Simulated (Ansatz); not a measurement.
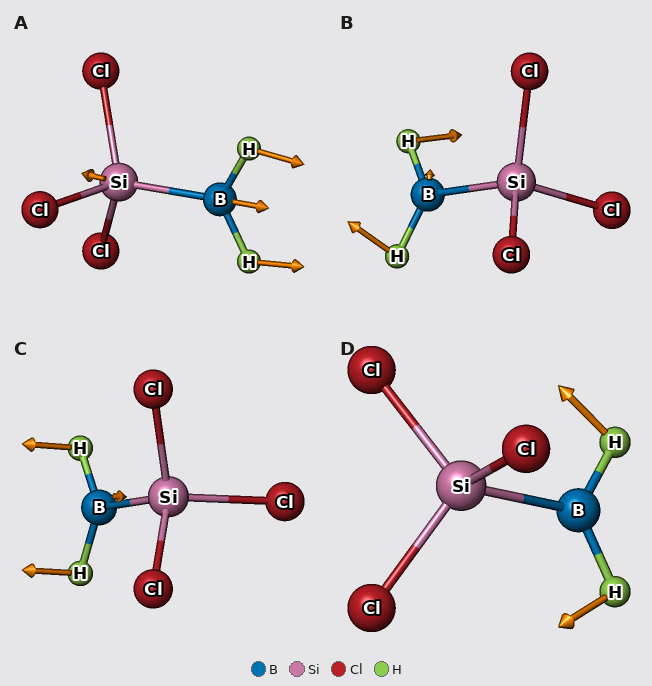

4 normal modes of one molecule or complex, as arrows. Harmonic vibrations computed with RKS PBE0-D4/def2-TZVP (Ansatz 0.2.0) at a stationary point of the same level.

Match the panels to the wavenumbers 87 cm⁻¹, 699 cm⁻¹, 902 cm⁻¹, 1155 cm⁻¹.

A: 699 cm⁻¹, B–Si stretching
B: 87 cm⁻¹
C: 902 cm⁻¹, a torsion or out-of-plane motion in which bond lengths and bond angles hardly change
D: 1155 cm⁻¹, angle bending
